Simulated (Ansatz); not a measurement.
Identify the compound from its spectrum

Method: Ansatz, PBE, independent particles, without spin-orbit coupling, line width 0.15 eV (Gaussian); metals get a typed carrier damping. The response is along the first axis of the cell.

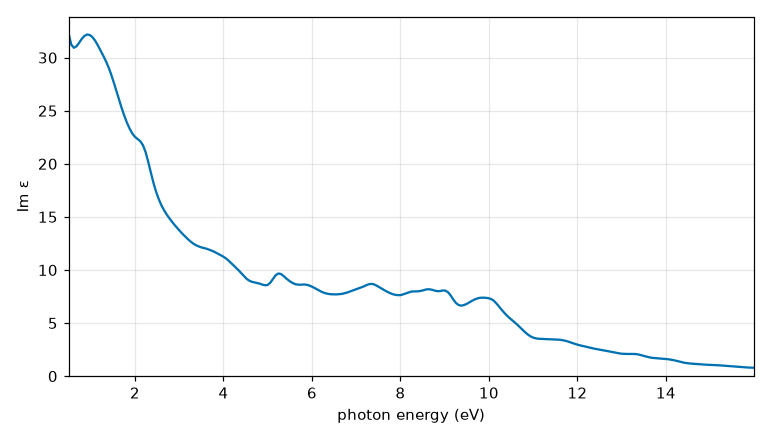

All candidates were run at this level. Which one is shown?
A. ZrB2 (P6/mmm)
B. NaF (Fm-3m)
C. BN (P6_3mc)

A. ZrB2 (P6/mmm): a metal, with a Drude term, main peak of the conductivity above 1 eV at 9.98 eV. The others: BN (P6_3mc), least direct gap 8.36 eV, ε∞ = 4.65 along the first axis, strongest peak along the first axis at 10.80 eV; NaF (Fm-3m), least direct gap 6.29 eV, ε∞ = 1.91 along the first axis, strongest peak along the first axis at 13.83 eV.
